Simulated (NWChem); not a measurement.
**SCAN0/MINI run of BeN2H4 (Be(NH2)2)**

What is the vertical singlet–triplet gap of BeN2H4 (Be(NH2)2) at SCAN0/MINI? 

The calculation is run with NWChem 7.3.0.

4 further runs of the same task are left out: 2 that didn't finish, 2 set aside as unsound or not needed.

**1. The molecule**

BeN2H4 has 7 atoms, charge 0, and is taken as a singlet. As SMILES, `[NH2][Be][NH2]`. Geometry: a GFN2-xTB relaxation, a rough one for these elements and not checked as a minimum.

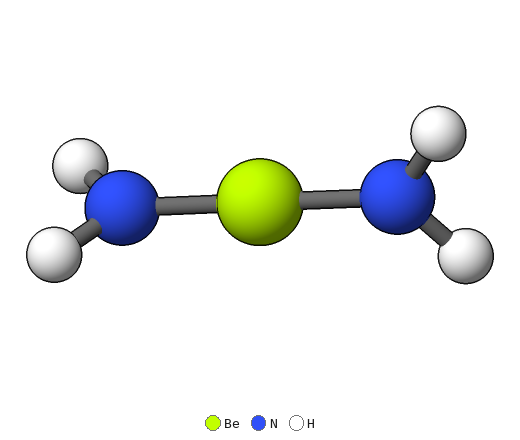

Viewed from a chosen angle; beryllium green, nitrogen blue, hydrogen white.

**2. Energy and gradient at SCAN0/MINI**

The input, work.nw:

```
start work
title "BeH4N2"
memory 2200 mb
geometry units angstrom
zmatrix
  Be
  N 1 1.516222
  H 2 1.005676 1 126.86763
  H 2 1.005526 3 106.06673 1 -179.49162
  N 1 1.516175 3 159.08211 2 178.48446
  H 5 1.005632 1 127.29211 3 91.44969
  H 5 1.005608 6 106.04134 1 -179.97462
end
end
basis spherical bse
* library MINI
end
dft
xc hyb_mgga_x_scan0 mgga_c_scan
grid medium
print low
end
task dft gradient
```

Command:

```sh
$ nwchem work.nw > work.out
```

Log, cut to the lines that bear on the results:

```text
[...]
 d= 0,ls=0.0,diis     1   -125.4802536218 -1.77D+02  6.49D-02  4.01D-01     0.7
[...]
 d= 0,ls=0.0,diis     5   -125.5408049237 -6.81D-08  5.23D-06  9.42D-10     1.6
         Total DFT energy =     -125.540804923688
      One electron energy =     -272.671440021694
           Coulomb energy =      113.717850225859
    Exchange-Corr. energy =      -18.269056893144
 Nuclear repulsion energy =       51.681841765291
[...]
                         DFT ENERGY GRADIENTS
    atom               coordinates                        gradient
                 x          y          z           x          y          z
   1 Be      0.007420   0.000004  -0.011483    0.000057   0.000021  -0.000095
   2 N       0.000392  -2.865209  -0.000231   -0.000636  -0.071981   0.000702
   3 H       1.066926  -4.003786   1.085064   -0.039038   0.039890  -0.039633
   4 H      -1.080297  -4.011971  -1.062158    0.039587   0.040218   0.038996
   5 N      -0.000380   2.865123   0.000745   -0.000485   0.071888   0.000648
   6 H       1.070594   4.023967  -1.058262   -0.039269  -0.040463   0.038808
   7 H      -1.086989   3.992374   1.077693    0.039784  -0.039573  -0.039426
 Task  times  cpu:        2.1s     wall:        2.1s
 Total times  cpu:        2.1s     wall:        2.1s
```

Wall time 2.7 s (1 thread of Intel Xeon Platinum 8259CL at 2.50GHz (Skylake/Cascade Lake), shared host); peak memory 0.11 GiB.

**3. The triplet at the same level**

The input, test.nw:

```
start test
memory stack 880 mb heap 220 mb global 1100 mb

geometry units angstroms noautosym nocenter noautoz
Be     0.009720    -0.002900     0.000010
N      0.002900    -0.014760     1.516170
H      0.069230     0.782090     2.126100
H     -0.077220    -0.818110     2.115580
N      0.002560     0.013490    -1.516060
H      0.796720    -0.049000    -2.129820
H     -0.803910     0.089200    -2.111980
end

basis spherical bse
* library MINI
end

dft
xc hyb_mgga_x_scan0 mgga_c_scan
mult 3
grid medium
maxiter 150
end

task dft gradient
```

Command:

```sh
$ nwchem test.nw > test.out
```

Log, cut to the lines that bear on the results:

```text
[...]
          Wavefunction type:  spin polarized.
          No. of atoms     :     7
          No. of electrons :    22
[...]
          Charge           :     0
          Spin multiplicity:     3
[...]
          AO basis - number of functions:    16
[...]
              XC Information
              --------------
          Using LibXC version      7.1.2
                     Hartree-Fock (Exact) Exchange  0.250
                                  hyb_mgga_x_scan0  1.000
                                       mgga_c_scan  1.000
[...]
 d= 0,ls=0.0,diis     1   -125.2890446381 -1.77D+02  2.11D-02  4.33D-02     0.7
[...]
 d= 0,ls=0.0,diis    10   -125.3200806237 -1.30D-08  4.77D-06  2.14D-09     4.4
[...]
         Total DFT energy =     -125.320080623720
      One electron energy =     -271.530195254181
           Coulomb energy =      112.629705755901
    Exchange-Corr. energy =      -18.101430360069
 Nuclear repulsion energy =       51.681839234628
[...]
      <S2> =      2.0014 (Exact =     2.0000)
[...]
  wavefunction    = open shell
                         DFT ENERGY GRADIENTS
    atom               coordinates                        gradient
                 x          y          z           x          y          z
   1 Be      0.018368  -0.005480   0.000019   -0.000976   0.000361  -0.000036
   2 N       0.005480  -0.027892   2.865146   -0.000802  -0.000171   0.028290
   3 H       0.130826   1.477936   4.017746   -0.008253  -0.080558  -0.059503
   4 H      -0.145925  -1.546004   3.997867    0.009498   0.081342  -0.058449
   5 N       0.004838   0.025492  -2.864938   -0.000715   0.000391  -0.028205
   6 H       1.505582  -0.092597  -4.024776   -0.080621   0.004876   0.059714
   7 H      -1.519170   0.168564  -3.991063    0.081869  -0.006241   0.058189
[...]
```

Run time: 5.7 s. Hardware: 1 thread of Intel Xeon Platinum 8259CL at 2.50GHz (Skylake/Cascade Lake), shared host; peak memory 0.11 GiB.

**4. Summary of results**

At SCAN0/MINI:

| quantity | value |
| --- | --- |
| singlet: total energy | -125.54080 Eh |
| singlet: largest force on an atom | 3.702 eV/Å |
| triplet: total energy | -125.32008 Eh |
| triplet: dipole moment | 0.02 D |
| triplet: HOMO energy (highest over α and β) | 0.01 eV |
| triplet: ⟨S²⟩ | 2.001 |
| triplet: largest force on an atom | 5.175 eV/Å |
| vertical energy of the triplet above the singlet | 6.006 eV |

What this shows: At this shape the triplet lies 6.01 eV (580 kJ/mol) above the singlet. The largest force (singlet) is 3.70 eV/Å: the shape isn't a stationary point for this species at this level. In a minimal basis such a difference can be off by several eV, whatever the method.
